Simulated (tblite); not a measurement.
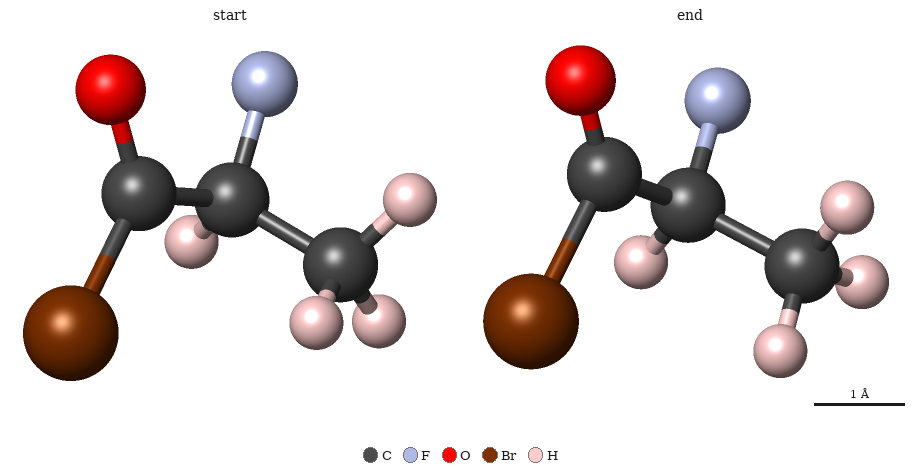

The structure of C$_{3}$H$_{4}$BrFO before (left) and after (right) a relaxation, at one scale.

The picture is a ball-and-stick view, seen at a tilt.

Computed with tblite, GFN2-xTB geometry optimisation, gas phase. 

Question: Summarise the run.

Answer: The energy falls by 0.548 eV in 64 geometry steps. An H atom moves most after the best rigid fit: 0.51 Å. By element the largest moves are H 0.51 Å, F 0.37 Å, C 0.23 Å, O 0.20 Å, Br 0.14 Å. Some distances before and after: C–O 1.251 → 1.175 Å, Br–C 1.900 → 1.967 Å, C–H 1.127 → 1.087 Å, C–C 1.489 → 1.526 Å. Bond angles that change, for instance: C–C–O 115.2° → 130.1°, C–C–Br 122.6° → 110.1°, O–C–Br 122.2° → 119.9°. Groups turn about C–C by about 40°. Cost: 0.24 s on 1 thread of Arm Neoverse V2, with other jobs on the host.
